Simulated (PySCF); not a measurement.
Si(OH)3(SMe), CH6O3SSi, SMILES CS[Si](O)(O)O at its CAM-B3LYP/def2-SVP optimised geometry (Å):

```
12

C      1.7878    -0.6055    -1.7563
S      1.4450    -0.9772     0.0000
Si    -0.6767    -0.9772     0.0000
O     -1.4276     0.4893     0.0000
O     -1.1422    -1.7350     1.3877
O     -1.1517    -1.7034    -1.4002
H      1.5763     0.4473    -1.9838
H      2.8548    -0.7990    -1.9222
H      1.1890    -1.2538    -2.4067
H     -1.4450     0.9772     0.8300
H     -0.6902    -2.5542     1.6165
H     -2.0050    -1.4199    -1.7484
```

Method: CAM-B3LYP/def2-TZVP in PySCF.

Map of the log10 of the electron density (e/bohr³), floored at −4 on the plane z = 1.0 Å:

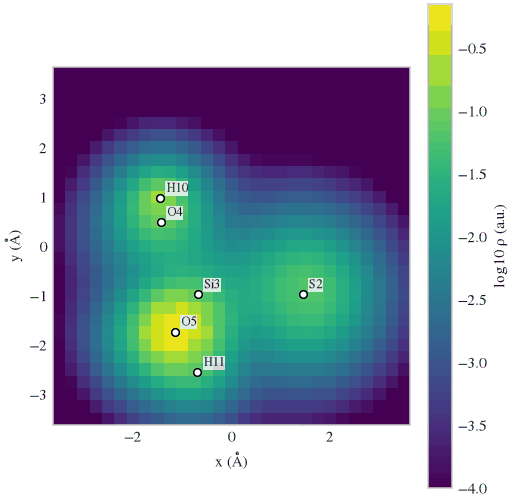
Figure. Log10 of the electron density (e/bohr³), floored at −4 on the plane z = 1.0 Å.
